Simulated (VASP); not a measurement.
Band structure of NiSb (NiAs type). These are r2SCAN meta-GGA, VASP's PBE PAW potentials (set 64) (plane waves; VASP) values and carry that method's errors.

Unless said otherwise, spin-orbit coupling is left out, though it shifts the bands of the heavy elements here.

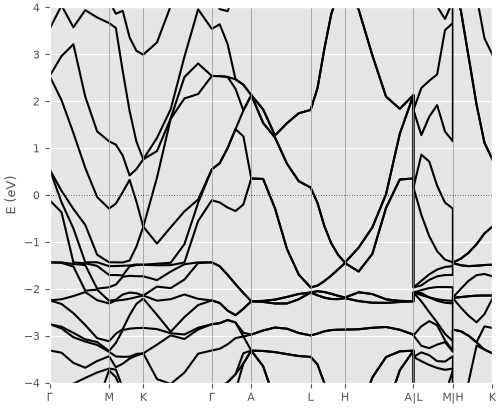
Fig. 1. Bands along high-symmetry lines, zero at the valence-band maximum or, without a gap, the Fermi level

Q: Read the plot: is there a gap, and where are the band edges?

A: It has no gap at this level: it comes out as a metal or semimetal.

The compound is NiSb in the NiAs type structure. It was relaxed first. The run is not spin-polarised, so no magnetic state was tried.
